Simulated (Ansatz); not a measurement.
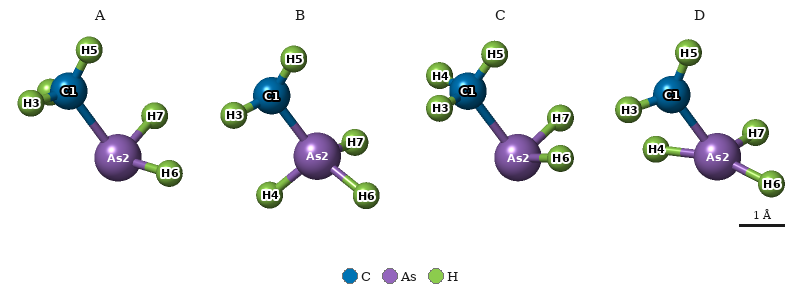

4 geometries from a converged minimum-energy path of CH₅As, shuffled. The picture is a ball-and-stick view, seen from a free direction.

Theory: Ansatz, RKS r2SCAN-D4/def2-TZVP. Set-up: 7 movable images; climbing image; force threshold 0.05 eV/Å; iteration limit 60; starting path through a guess of the saddle point.

Which of them lies highest in energy?

D. In order along the path, whose images run from 0 to 8: C (image 0, 0.00 eV), A (image 2, +0.56 eV), D (image 5, +4.04 eV), B (image 7, +2.92 eV). A hydrogen atom shifts from one atom to another. Breaking: C1–H4 (1.09 → 1.91 at the top → 2.74 Å). Forming: As2–H4 (2.54 → 1.58 at the top → 1.50 Å).

The run took 59 s on 2 threads of AMD EPYC 9R45 (Zen 5), on a shared host, peak memory 0.2 GiB.
